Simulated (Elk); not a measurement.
# Converging the k-point mesh: Ni (Fm-3m, 1 atom in the cell)

```xyz
1
Lattice="0.0000 1.7547 1.7547 1.7547 0.0000 1.7547 1.7547 1.7547 0.0000" Properties=species:S:1:pos:R:3 pbc="T T T"
Ni     0.0000     0.0000     0.0000
```
Moments meant for the start (each program seeds them in its own way; μB, in the order of the atoms Ni): 1.0.

Method: PBE, all-electron FP-LAPW, Elk's shipped species files, default APW+lo basis run with Elk.

Base settings: xctype = 20; spinpol = true; swidth = 0.00367493 Ha; ngridk = 12 12 12; reducebf = 0.7; nempty = 8 per atom; maxscl = 100; bfcmt = [[0.0, 0.0, -1.0]].

Only quantities that move along the ladder and can be compared are tabulated.

The magnetic state is not the same in all runs (site moments differ, or a search went on to a lower state), so steps between rows are not convergence errors alone.

The starting cell has typed, rounded lattice constants, without a prior relaxation at this level. Its lattice was rescaled by up to half a per cent. With one magnetic atom in the cell only a parallel order is possible. Values depend on the basis (sphere radii, cutoffs, local orbitals), which need not be converged.

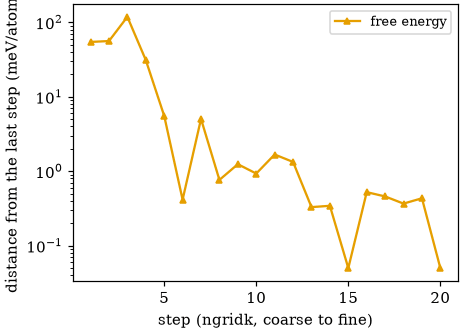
Figure: Distance from the last step along the ladder; very small values are drawn at a floor.

```csv
ngridk,free energy less the last step's (meV/atom),net moment (μB/atom)
3 3 3,54.60,1.111
4 4 4,-56.12,0.587
5 5 5,118.67,0.000
6 6 6,-31.21,0.627
7 7 7,5.55,0.528
8 8 8,0.42,0.694
9 9 9,-5.05,0.521
10 10 10,-0.76,0.690
11 11 11,-1.24,0.583
12 12 12,-0.93,0.632
14 14 14,-1.68,0.598
15 15 15,-1.33,0.635
17 17 17,0.33,0.629
19 19 19,-0.34,0.618
21 21 21,-0.03,0.614
23 23 23,-0.52,0.617
25 25 25,-0.46,0.620
28 28 28,0.37,0.619
35 35 35,-0.43,0.619
39 39 39,0.01,0.620
48 48 48,0.00,0.620
```

Coarsest ngridk that holds the net moment within 0.05 μB/atom of the last step, with all finer ones: 11 11 11; the step before is off by 0.070 μB/atom.

Coarsest ngridk that holds the free energy within 2 meV/atom of the last step, with all finer ones: 10 10 10; the step before is off by 5.0 meV/atom.
